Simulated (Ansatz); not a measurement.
## Electronic structure of F$_{2}$H$_{4}$Si$_{2}$···H$_{2}$ in real space

The calculation's input:

```
crystal:
  periodic: [false, false, false]
  atoms:
    - { symbol: Si, position_ang: [-0.46622, -0.107101, -0.403639] }
    - { symbol: H, position_ang: [0.008904, 0.347512, 2.182384] }
    - { symbol: H, position_ang: [0.854846, 0.145557, 0.258552] }
    - { symbol: F, position_ang: [-0.610174, 1.005252, -1.597405] }
    - { symbol: F, position_ang: [-0.352712, -1.574303, -1.124368] }
    - { symbol: Si, position_ang: [-2.387398, -0.049286, 0.780835] }
    - { symbol: H, position_ang: [-3.502609, -0.312496, -0.196608] }
    - { symbol: H, position_ang: [-2.429504, -1.10482, 1.849198] }
    - { symbol: H, position_ang: [-2.600334, 1.306413, 1.394017] }
    - { symbol: H, position_ang: [-0.534099, 0.343272, 2.657834] }
basis:
  gaussian: { orbitals: def2-SVP }
hamiltonian:
  xc: pbe
relax:
  f_tol: 0.03
  max_steps: 50
output:
  orbitals: {}
```

Command:

```sh
ansatz run input.yaml --threads 2 --pin off --max-ram 3072MiB --backend cpu --events-out ev --progress --plain --runs-dir out
```

The fields are those of the run's last geometry, not of the input's.

Computed with RKS PBE/def2-SVP in Ansatz 0.2.0.

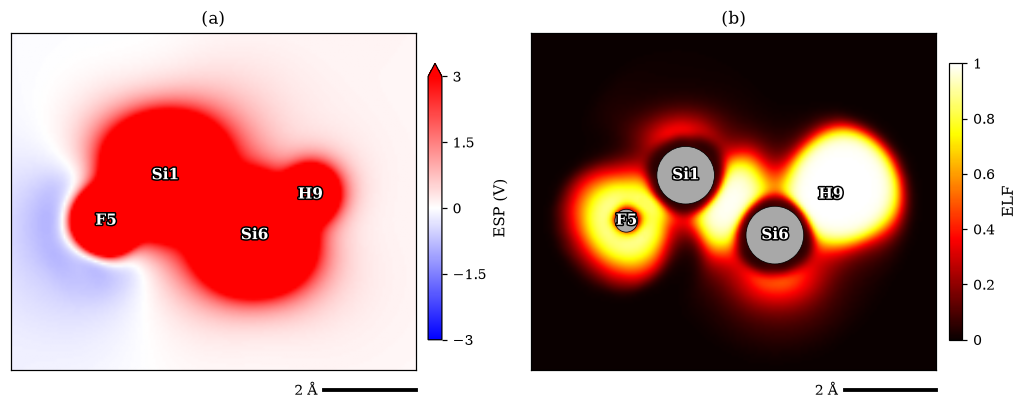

Figure 1. (a) molecular electrostatic potential; (b) ELF on the plane of atoms F5, Si1 and Si6. Grey discs cover the atomic cores in the ELF map.

### What does the map show?

- Atoms in the plane: Si, F and H.
- Si–F (1.64 Å): the ELF peaks at about 0.85 in the valence shell of F, 0.6 Å from its nucleus, and is about 0.45 at the midpoint.
- Si–Si (2.35 Å): the ELF peaks at about 1 between the atoms (a covalent bond).
- Si–H (1.50 Å): the ELF climbs to about 1 towards the hydrogen, as it does in any bond to H.
- The ELF also peaks beside F5, away from the bonds: lone-pair regions.
- Outside the dense part of the complex the potential is most negative (−0.9 V) near F5.

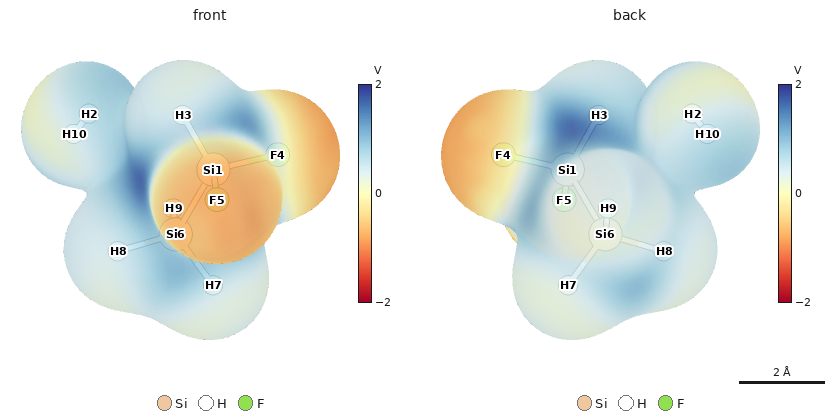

Figure 2. The molecular electrostatic potential painted on the density surface at 0.002 e/bohr³, seen from the front and from behind; the colour scale runs from red (negative) to blue (positive).

### Describe the electrostatic potential map.

The most negative region (about −0.8 V) lies over F4 and F5, the most positive (about +1.6 V) over Si1.

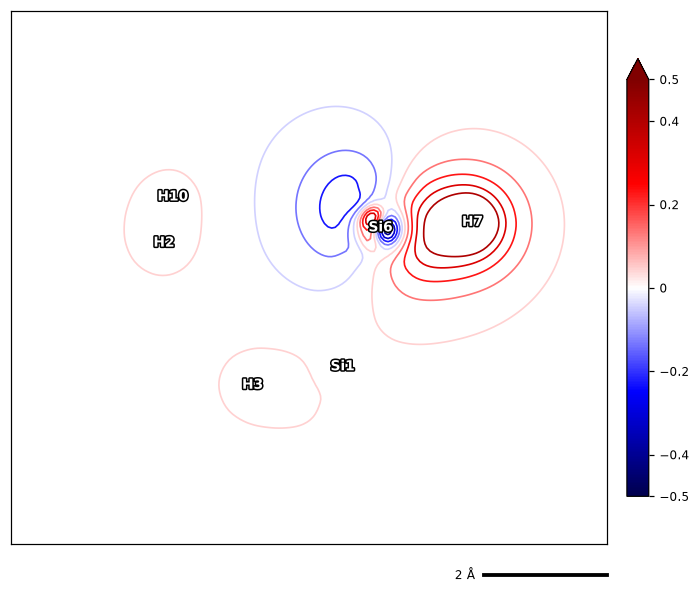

Figure 3. The HOMO−1 on the plane of atoms Si1, Si6 and H7 (values in Å⁻³ᐟ²; the overall sign is arbitrary).

### Where does this orbital lie, and at what energy?

Its weight (Hirshfeld) is mainly on Si6 (about 40 %), H7 (about 35 %), H8 (about 10 %) and H9 (about 10 %). Its energy is −8.78 eV.
